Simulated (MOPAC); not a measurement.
## Energy and gradient calculation, with input and output: C2H7GeO

System: C2H7GeO, multiplicity 2, SMILES C[CH][O][GeH3].
Method: PM7, unrestricted, dispersion built in (MOPAC 23.2.5).

The geometry comes from this level: GFN2-xTB.

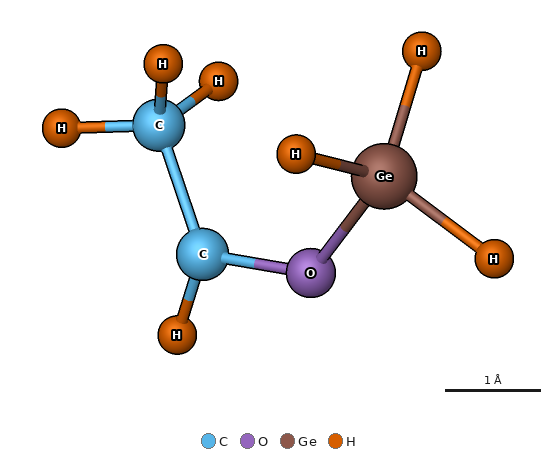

Figure 1. The input geometry (ball-and-stick view, seen at a tilt). Sticks mark near contacts. Bond lengths as drawn: C–C 1.48 Å, C–H 1.08 to 1.10 Å, C–O 1.36 Å, Ge–H 1.49 to 1.50 Å and Ge–O 1.75 Å.

**The input (input.mop)**
```
PM7 DOUBLET ITRY=200 GRADIENTS PL 1SCF DISP SHIFT=20 THREADS=1 AUX(PRECISION=6)
C2H7GeO

C     -0.680190 1     1.383900 1    -0.208250 1
C     -1.186360 1     0.002800 1    -0.364560 1
O     -0.342190 1    -1.060950 1    -0.362710 1
Ge     1.201330 1    -1.279110 1     0.442210 1
H     -0.148670 1     1.731790 1    -1.105560 1
H     -1.503980 1     2.068030 1    -0.017190 1
H      0.028290 1     1.425360 1     0.625430 1
H     -2.107510 1    -0.192020 1    -0.890310 1
H      1.040690 1    -1.145020 1     1.932200 1
H      2.195010 1    -0.266180 1    -0.057990 1
H      1.503580 1    -2.668600 1     0.006740 1
```

Command:
```bash
mopac input.mop
```

**Log**
```
MOPAC v23.2.5
PM7 CALCULATION RESULTS

 *  PM7        - The PM7 Hamiltonian to be used
 *  DOUBLET    - SPIN STATE DEFINED AS A DOUBLET
 *  1SCF       - DO 1 SCF AND THEN STOP
 *  THREADS=1  - MULTI-THREADING NOT USED
 *  SHIFT      - A DAMPING FACTOR OF   20.00 DEFINED
 *  ITRY=      - DO A MAXIMUM OF   200 ITERATIONS FOR SCF
 *  AUX        - OUTPUT AUXILIARY INFORMATION
 *  GRADIENTS  - ALL GRADIENTS TO BE PRINTED
 *  DISP       - PRINT DISPERSION AND HYDROGEN BOND ENERGIES
 *  PL         - MONITOR CONVERGENCE IN DENSITY MATRIX
PM7 DOUBLET ITRY=200 GRADIENTS PL 1SCF DISP SHIFT=20 THREADS=1 AUX(PRECISION=6)
 C2H7GeO

   ATOM   CHEMICAL          X               Y               Z
  NUMBER   SYMBOL      (ANGSTROMS)     (ANGSTROMS)     (ANGSTROMS)

     1       C         -0.68019000  *   1.38390000  *  -0.20825000  *
     2       C         -1.18636000  *   0.00280000  *  -0.36456000  *
     3       O         -0.34219000  *  -1.06095000  *  -0.36271000  *
     4      Ge          1.20133000  *  -1.27911000  *   0.44221000  *
     5       H         -0.14867000  *   1.73179000  *  -1.10556000  *
     6       H         -1.50398000  *   2.06803000  *  -0.01719000  *
     7       H          0.02829000  *   1.42536000  *   0.62543000  *
     8       H         -2.10751000  *  -0.19202000  *  -0.89031000  *
     9       H          1.04069000  *  -1.14502000  *   1.93220000  *
    10       H          2.19501000  *  -0.26618000  *  -0.05799000  *
    11       H          1.50358000  *  -2.66860000  *   0.00674000  *

          CARTESIAN COORDINATES

    NO.       ATOM           X           Y           Z

     1         C         -0.6802      1.3839     -0.2083
     2         C         -1.1864      0.0028     -0.3646
     3         O         -0.3422     -1.0610     -0.3627
     4        Ge          1.2013     -1.2791      0.4422
     5         H         -0.1487      1.7318     -1.1056
     6         H         -1.5040      2.0680     -0.0172
     7         H          0.0283      1.4254      0.6254
     8         H         -2.1075     -0.1920     -0.8903
     9         H          1.0407     -1.1450      1.9322
    10         H          2.1950     -0.2662     -0.0580
    11         H          1.5036     -2.6686      0.0067

           Empirical Formula: C2 H7 O Ge  =    11 atoms

      MOLECULAR POINT GROUP   :   C1

 DOUBLET STATE CALCULATION

          UHF CALCULATION, NO. OF ALPHA ELECTRONS =   13
                           NO. OF BETA  ELECTRONS =   12
 ITERATION   1 PLS= 0.100E+01 0.000E+00 ENERGY     3789.025091 DELTAE 3689.0250908
 ITERATION   2 PLS= 0.230E+00 0.271E+00 ENERGY       67.045118 DELTAE-3721.9799730
 ITERATION   3 PLS= 0.357E-01 0.370E-01 ENERGY       28.613046 DELTAE  -38.4320718
 ITERATION   4 PLS= 0.274E-01 0.387E-01 ENERGY      -52.117787 DELTAE  -80.7308333
 ITERATION   5 PLS= 0.233E-01 0.425E-01 ENERGY       -1.693149 DELTAE   50.4246387
 ITERATION   6 PLS= 0.132E-01 0.890E-02 ENERGY       -2.326609 DELTAE   -0.6334609
 ITERATION   7 PLS= 0.139E-01 0.274E-02 ENERGY       -3.938039 DELTAE   -1.6114298
 ITERATION   8 PLS= 0.644E-02 0.442E-02 ENERGY       -2.907450 DELTAE    1.0305896
 ITERATION   9 PLS= 0.823E-02 0.242E-02 ENERGY       -3.018420 DELTAE   -0.1109699
 ITERATION  10 PLS= 0.124E-01 0.134E-02 ENERGY       -4.525783 DELTAE   -1.5073635
 ITERATION  11 PLS= 0.131E-01 0.866E-02 ENERGY       -3.866409 DELTAE    0.6593736
 ITERATION  12 PLS= 0.178E-01 0.584E-02 ENERGY       -4.162752 DELTAE   -0.2963424
 ITERATION  13 PLS= 0.242E-01 0.493E-02 ENERGY      -10.913077 DELTAE   -6.7503248
 ITERATION  14 PLS= 0.226E-01 0.646E-02 ENERGY       -7.177968 DELTAE    3.7351090
 ITERATION  15 PLS= 0.283E-01 0.588E-02 ENERGY       -7.955877 DELTAE   -0.7779096
 ITERATION  16 PLS= 0.332E-01 0.326E-02 ENERGY      -40.747585 DELTAE  -32.7917075
 ITERATION  17 PLS= 0.762E-01 0.229E-01 ENERGY      -14.876965 DELTAE   25.8706195
 ITERATION  18 PLS= 0.151E-01 0.883E-02 ENERGY      -14.158853 DELTAE    0.7181125
 ITERATION  19 PLS= 0.519E-02 0.236E-02 ENERGY      -14.582431 DELTAE   -0.4235779
 ITERATION  20 PLS= 0.399E-02 0.429E-02 ENERGY      -14.705420 DELTAE   -0.1229899
 ITERATION  21 PLS= 0.341E-02 0.327E-02 ENERGY      -14.847886 DELTAE   -0.1424655
 ITERATION  22 PLS= 0.276E-02 0.262E-02 ENERGY      -16.765126 DELTAE   -1.9172405
 ITERATION  23 PLS= 0.417E-02 0.105E-02 ENERGY      -15.256460 DELTAE    1.5086669
 ITERATION  24 PLS= 0.677E-03 0.767E-03 ENERGY      -15.264492 DELTAE   -0.0080330
 ITERATION  25 PLS= 0.705E-03 0.532E-03 ENERGY      -15.278127 DELTAE   -0.0136344
 ITERATION  26 PLS= 0.541E-03 0.391E-03 ENERGY      -15.276258 DELTAE    0.0018692
 ITERATION  27 PLS= 0.493E-03 0.297E-03 ENERGY      -15.278283 DELTAE   -0.0020252
 ITERATION  28 PLS= 0.432E-03 0.250E-03 ENERGY      -15.308448 DELTAE   -0.0301651
 ITERATION  29 PLS= 0.112E-03 0.709E-04 ENERGY      -15.284254 DELTAE    0.0241944
 ITERATION  30 PLS= 0.708E-04 0.576E-04 ENERGY      -15.284311 DELTAE   -0.0000570
 ITERATION  31 PLS= 0.685E-04 0.437E-04 ENERGY      -15.284783 DELTAE   -0.0004720
 ITERATION  32 PLS= 0.321E-04 0.262E-04 ENERGY      -15.284457 DELTAE    0.0003258

 -------------------------------------------------------------------------------
 PM7 DOUBLET ITRY=200 GRADIENTS PL 1SCF DISP SHIFT=20 THREADS=1 AUX(PRECISION=6)
 C2H7GeO

     1SCF WAS SPECIFIED, SO BFGS WAS NOT USED
     SCF FIELD WAS ACHIEVED

                              PM7 CALCULATION

          FINAL HEAT OF FORMATION =        -15.28446 KCAL/MOL =     -63.95019 KJ/MOL

          TOTAL ENERGY            =     -16653.01231 KCAL/MOL = ELECTRONIC ENERGY + CORE-CORE REPULSION
          ENERGY OF ATOMS         =      16638.03073 KCAL/MOL
                              SUM =        -14.98158 KCAL/MOL
          DISPERSION ENERGY       =         -0.30288 KCAL/MOL
                              SUM =        -15.28446 KCAL/MOL = FINAL HEAT OF FORMATION

          TOTAL ENERGY            =       -722.14296 EV
          ELECTRONIC ENERGY       =      -2250.05414 EV
          CORE-CORE REPULSION     =       1527.91118 EV
          COSMO AREA              =        124.17 SQUARE ANGSTROMS
          COSMO VOLUME            =        114.12 CUBIC ANGSTROMS

          GRADIENT NORM           =         84.19490          =       25.38572 PER ATOM
          IONIZATION POTENTIAL    =          7.705210 EV
          ALPHA SOMO LUMO (EV)    =         -7.705 -0.551
          BETA  SOMO LUMO (EV)    =        -10.378 -0.444
          NO. OF ALPHA ELECTRONS  =         13
          NO. OF BETA  ELECTRONS  =         12
          MOLECULAR WEIGHT        =        119.6667         POINT GROUP:  C1

          MOLECULAR DIMENSIONS (Angstroms)

            Atom       Atom       Distance
            H    11    H     6     5.61085
            H     8    H    10     3.68532
            H     9    H     5     3.06845

          SCF CALCULATIONS        =          1

          WALL-CLOCK TIME         =      0.016 SECONDS
          COMPUTATION TIME        =      0.020 SECONDS

          LARGEST ATOMIC GRADIENTS

          Atom     Label                     Cartesian Gradients           Cartesian Coordinates       |Gradient|
                                           X          Y          Z        X          Y          Z

             3       O                  34.026    -46.600     -4.259   -0.34219   -1.06095   -0.36271     57.857
             2       C                 -36.089     37.971     11.345   -1.18636    0.00280   -0.36456     53.600
             1       C                  -5.830     15.884     -2.516   -0.68019    1.38390   -0.20825     17.106
             4      Ge                   9.158    -11.652      1.680    1.20133   -1.27911    0.44221     14.915
             8       H                  -4.727      8.141     -5.316   -2.10751   -0.19202   -0.89031     10.811
            11       H                  -0.823      9.299      3.601    1.50358   -2.66860    0.00674     10.006
             6       H                   2.743     -5.797     -2.334   -1.50398    2.06803   -0.01719      6.825
             7       H                  -2.060     -5.148     -3.775    0.02829    1.42536    0.62543      6.708
             9       H                   3.996      0.029     -2.914    1.04069   -1.14502    1.93220      4.946
            10       H                  -0.722     -2.463      3.550    2.19501   -0.26618   -0.05799      4.381

       FINAL  POINT  AND  DERIVATIVES

   PARAMETER     ATOM    TYPE            VALUE        GRADIENT
      1          1  C    CARTESIAN X    -0.680190     -5.829999  KCAL/ANGSTROM
      2          1  C    CARTESIAN Y     1.383900     15.883680  KCAL/ANGSTROM
      3          1  C    CARTESIAN Z    -0.208250     -2.515553  KCAL/ANGSTROM
      4          2  C    CARTESIAN X    -1.186360    -36.088748  KCAL/ANGSTROM
      5          2  C    CARTESIAN Y     0.002800     37.971073  KCAL/ANGSTROM
      6          2  C    CARTESIAN Z    -0.364560     11.345440  KCAL/ANGSTROM
      7          3  O    CARTESIAN X    -0.342190     34.026363  KCAL/ANGSTROM
      8          3  O    CARTESIAN Y    -1.060950    -46.599762  KCAL/ANGSTROM
      9          3  O    CARTESIAN Z    -0.362710     -4.259147  KCAL/ANGSTROM
     10          4 Ge    CARTESIAN X     1.201330      9.158236  KCAL/ANGSTROM
     11          4 Ge    CARTESIAN Y    -1.279110    -11.651850  KCAL/ANGSTROM
     12          4 Ge    CARTESIAN Z     0.442210      1.680213  KCAL/ANGSTROM
     13          5  H    CARTESIAN X    -0.148670      0.327466  KCAL/ANGSTROM
     14          5  H    CARTESIAN Y     1.731790      0.335385  KCAL/ANGSTROM
     15          5  H    CARTESIAN Z    -1.105560      0.936956  KCAL/ANGSTROM
     16          6  H    CARTESIAN X    -1.503980      2.743305  KCAL/ANGSTROM
     17          6  H    CARTESIAN Y     2.068030     -5.796958  KCAL/ANGSTROM
     18          6  H    CARTESIAN Z    -0.017190     -2.333642  KCAL/ANGSTROM
     19          7  H    CARTESIAN X     0.028290     -2.060038  KCAL/ANGSTROM
     20          7  H    CARTESIAN Y     1.425360     -5.147500  KCAL/ANGSTROM
     21          7  H    CARTESIAN Z     0.625430     -3.775201  KCAL/ANGSTROM
     22          8  H    CARTESIAN X    -2.107510     -4.727396  KCAL/ANGSTROM
     23          8  H    CARTESIAN Y    -0.192020      8.141078  KCAL/ANGSTROM
     24          8  H    CARTESIAN Z    -0.890310     -5.315877  KCAL/ANGSTROM
     25          9  H    CARTESIAN X     1.040690      3.996474  KCAL/ANGSTROM
     26          9  H    CARTESIAN Y    -1.145020      0.028920  KCAL/ANGSTROM
     27          9  H    CARTESIAN Z     1.932200     -2.914019  KCAL/ANGSTROM
     28         10  H    CARTESIAN X     2.195010     -0.722250  KCAL/ANGSTROM
     29         10  H    CARTESIAN Y    -0.266180     -2.463070  KCAL/ANGSTROM
     30         10  H    CARTESIAN Z    -0.057990      3.550182  KCAL/ANGSTROM
     31         11  H    CARTESIAN X     1.503580     -0.823414  KCAL/ANGSTROM
     32         11  H    CARTESIAN Y    -2.668600      9.299001  KCAL/ANGSTROM
     33         11  H    CARTESIAN Z     0.006740      3.600647  KCAL/ANGSTROM

   ATOM   CHEMICAL          X               Y               Z
  NUMBER   SYMBOL      (ANGSTROMS)     (ANGSTROMS)     (ANGSTROMS)

     1       C         -0.68019000  *   1.38390000  *  -0.20825000  *
     2       C         -1.18636000  *   0.00280000  *  -0.36456000  *
     3       O         -0.34219000  *  -1.06095000  *  -0.36271000  *
     4      Ge          1.20133000  *  -1.27911000  *   0.44221000  *
     5       H         -0.14867000  *   1.73179000  *  -1.10556000  *
     6       H         -1.50398000  *   2.06803000  *  -0.01719000  *
     7       H          0.02829000  *   1.42536000  *   0.62543000  *
     8       H         -2.10751000  *  -0.19202000  *  -0.89031000  *
     9       H          1.04069000  *  -1.14502000  *   1.93220000  *
    10       H          2.19501000  *  -0.26618000  *  -0.05799000  *
    11       H          1.50358000  *  -2.66860000  *   0.00674000  *

                             CARTESIAN COORDINATES

   1    C       -0.680190000     1.383900000    -0.208250000
   2    C       -1.186360000     0.002800000    -0.364560000
   3    O       -0.342190000    -1.060950000    -0.362710000
   4   Ge        1.201330000    -1.279110000     0.442210000
   5    H       -0.148670000     1.731790000    -1.105560000
   6    H       -1.503980000     2.068030000    -0.017190000
   7    H        0.028290000     1.425360000     0.625430000
   8    H       -2.107510000    -0.192020000    -0.890310000
   9    H        1.040690000    -1.145020000     1.932200000
  10    H        2.195010000    -0.266180000    -0.057990000
  11    H        1.503580000    -2.668600000     0.006740000

           Empirical Formula: C2 H7 O Ge  =    11 atoms

      MOLECULAR POINT GROUP   :   C1

          ALPHA EIGENVALUES
 -28.45992 -25.76105 -20.70761 -18.12062 -16.02890 -14.75615 -14.54573 -13.15235
 -12.89464 -11.96532 -11.26276 -10.50672  -7.70521  -0.55055   1.41051   1.51041
   3.61276   4.77529   5.16743   5.74099   5.94367   6.62662   7.07210

           BETA EIGENVALUES
 -28.04922 -25.53025 -20.46097 -17.99971 -15.86896 -14.45072 -14.26466 -12.87591
 -12.84465 -11.91551 -10.88824 -10.37782  -0.44391   1.33850   1.51673   2.01150
   3.72402   5.05279   5.41319   5.85460   6.04682   6.78401   7.14368

              NET ATOMIC CHARGES AND DIPOLE CONTRIBUTIONS

  ATOM NO.   TYPE          CHARGE      No. of ELECS.   s-Pop       p-Pop
    1          C          -0.486549        4.4865     1.05062     3.43593
    2          C           0.055070        3.9449     1.12353     2.82140
    3          O          -0.626580        6.6266     1.75802     4.86856
    4         Ge           0.136870        3.8631     1.05149     2.81164
    5          H           0.158203        0.8418     0.84180
    6          H           0.157553        0.8424     0.84245
    7          H           0.156093        0.8439     0.84391
    8          H           0.142497        0.8575     0.85750
    9          H           0.093679        0.9063     0.90632
   10          H           0.086796        0.9132     0.91320
   11          H           0.126368        0.8736     0.87363
 DIPOLE           X         Y         Z       TOTAL
 POINT-CHG.     2.719     0.691     1.628     3.244
 HYBRID        -0.023     0.129    -0.449     0.468
 SUM            2.696     0.820     1.179     3.055

          ATOMIC ORBITAL ELECTRON POPULATIONS

     Atom    s        px        py        pz
    1  C   1.05062   1.16596   1.09417   1.17580
    2  C   1.12353   0.91365   0.80641   1.10133
    3  O   1.75802   1.52356   1.56179   1.78321
    4 Ge   1.05149   0.69461   1.09834   1.01869
    5  H   0.84180
    6  H   0.84245
    7  H   0.84391
    8  H   0.85750
    9  H   0.90632
   10  H   0.91320
   11  H   0.87363

                    (SZ)    =    0.500000
                    (S**2)  =    0.752345

          ATOMIC ORBITAL SPIN POPULATIONS

    Atom   Total    s     px     py     pz
         Atomic
    1  C -0.0322 -0.004 -0.005 -0.016 -0.007
    2  C  0.8958  0.047  0.093  0.032  0.724
    3  O  0.1199  0.006  0.016 -0.011  0.109
    4 Ge -0.0176 -0.002 -0.009 -0.002 -0.006
    5  H  0.0295  0.030
    6  H  0.0037  0.004
    7  H  0.0098  0.010
    8  H -0.0167 -0.017
    9  H  0.0067  0.007
   10  H  0.0014  0.001
   11  H -0.0004 -0.000

 *                    *
 * JOB ENDED NORMALLY *
 *                    *

 TOTAL JOB TIME:             0.03 SECONDS

 == MOPAC DONE ==
```

**Results in brief**

| quantity | value |
| --- | --- |
| outcome | converged |
| total energy | −26.538264 hartree |
| dispersion energy | −0.000483 hartree |
| heat of formation | −15.28 kcal/mol |
| basis functions | 23 |
| largest force | 2.509 eV/Å |
| ⟨S²⟩ | 0.752 |
| dipole moment | 3.05 D |
| hardware | 1 thread of Arm Neoverse N1, 98 GiB of memory available, shared host |
| peak memory | 0.072 GiB |

**Remarks**

MOPAC's energies along a path are heats of formation.
